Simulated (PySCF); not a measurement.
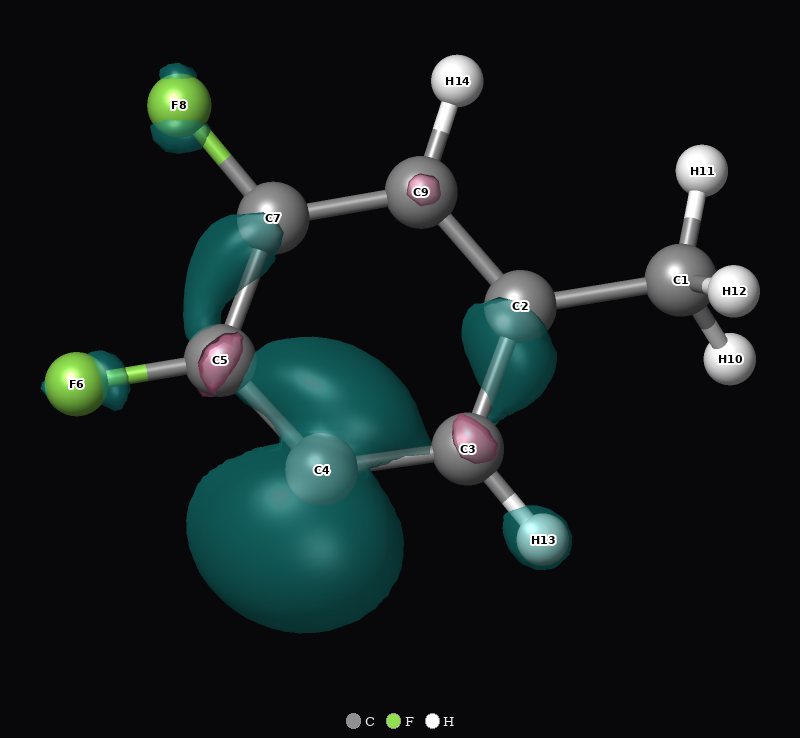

Figure 1: C7H5F2 (SMILES Cc1c[c]c(F)c(F)c1) (doublet). Isosurfaces of the spin density (α minus β) at +0.03 (teal) and −0.03 e/Å³ (pink), seen across its widest extent.

Geometry: GFN2-xTB.

All numbers below come from PySCF, UKS B3LYP, pcH-1 on C F H, non-relativistic, mean-field spin-orbit, GIAO.

```yaml
atoms:
  - { symbol: C, position_ang: [-2.1057, 0.1972, -0.0658] }
  - { symbol: C, position_ang: [-0.6306, -0.0510, -0.0219] }
  - { symbol: C, position_ang: [-0.1380, -1.3593, -0.1250] }
  - { symbol: C, position_ang: [1.2049, -1.5537, -0.0922] }
  - { symbol: C, position_ang: [2.1317, -0.5588, 0.0337] }
  - { symbol: F, position_ang: [3.4524, -0.7832, 0.0701] }
  - { symbol: C, position_ang: [1.6384, 0.7465, 0.1282] }
  - { symbol: F, position_ang: [2.4966, 1.7742, 0.2482] }
  - { symbol: C, position_ang: [0.2772, 0.9896, 0.1021] }
  - { symbol: H, position_ang: [-2.6362, -0.5294, 0.5453] }
  - { symbol: H, position_ang: [-2.3377, 1.1964, 0.2922] }
  - { symbol: H, position_ang: [-2.4691, 0.1051, -1.0890] }
  - { symbol: H, position_ang: [-0.8238, -2.1855, -0.2291] }
  - { symbol: H, position_ang: [-0.0609, 2.0114, 0.1810] }
```

Where is the unpaired spin?

The unpaired spin (1 electron) lies mostly on C4 (about 0.8), in electrons by Hirshfeld's partition.
